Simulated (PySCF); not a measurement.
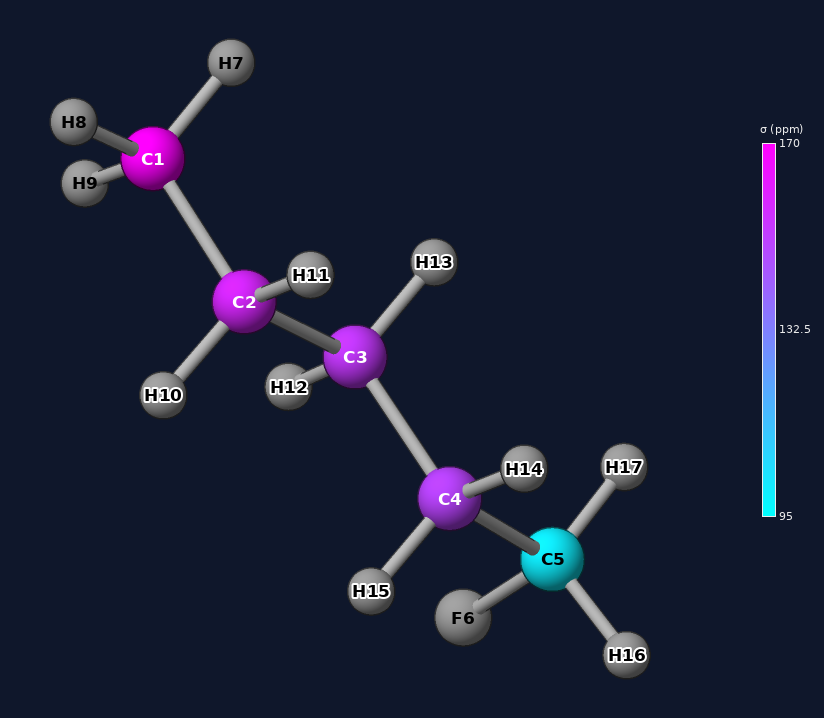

Atoms are coloured by their isotropic NMR shieldings (C only, the others grey). The computed structure is the end point of a GFN2-xTB optimisation. No frequency run is at hand to confirm it as a minimum. Level of theory: GIAO PBE0/pcSseg-1 NMR shielding, non-relativistic, gas phase (PySCF 2.14.0).

List the isotropic NMR shieldings of the C atoms.

```csv
atom,σ (ppm)
C1,169.6
C2,158.5
C3,153.1
C4,150.0
C5,99.8
```
